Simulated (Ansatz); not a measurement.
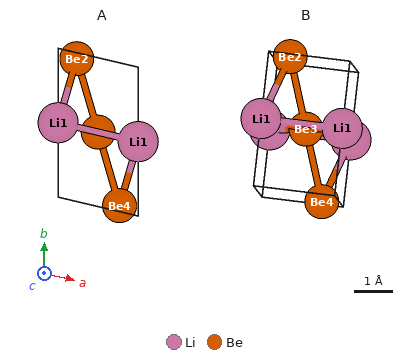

Two geometries of solid LiBe$_{3}$ (built on the random type), drawn at one scale. One is the start of a relaxation, the other its converged end. The picture is a ball-and-stick view of the cell of the calculation, seen along the c axis.

The calculation used Ansatz, DFT PBE, scalar-relativistic, plane waves, PAW. Set-up: plane-wave cutoff 420 eV; k-point mesh 22 × 12 × 12; occupations gaussian; smearing width 0.1 eV; no spin polarisation; cell and atoms relaxed; force threshold 0.01 eV/Å; at most 80 steps.

Which geometry has the lower energy?

Structure B is the relaxed one. Case: random cell without symmetry. The largest moves relative to the cell, 0.15 Å, are those of Be2 and Be4. Be2 goes along +b. Li stays in place. Cell: a 2.214 → 2.216 Å (+0.1 %), b 4.029 → 3.646 Å (−9.5 %), c 4.258 → 4.510 Å (+5.9 %), α 96.9° → 90.0°, β 93.3° → 100.9°, γ 102.7° → 90.0°. Volume −2.3 %. Near-neighbour distances that change, for instance: Be2–Be3 2.254 → 2.538 Å, Li1–Be3 2.455 → 2.694 Å, Be2–Be3 (another image) 2.462 → 2.237 Å, Be2–Be4 2.367 → 2.592 Å. The space group (tolerance 0.01 Å) goes from P-1 (No. 2) to P2/m (No. 10). After 9 accepted moves (12 points after the start) the energy has fallen by 31.3 meV per atom. Largest force component: 0.043 eV/Å at the start, 0.00019 eV/Å at the end. The pressure goes from 0.00 to 0.00 GPa. The line search rejected the trial step at point 6 of the run. At 2 points the geometry stayed and the basis and grid were re-selected for the new cell (energy shift of 0.3 meV per atom at most each time). Cost: 4.6 min on 1 thread of Intel(R) Xeon(R) 6975P-C (Granite Rapids) (shared host), peak memory 0.92 GiB.
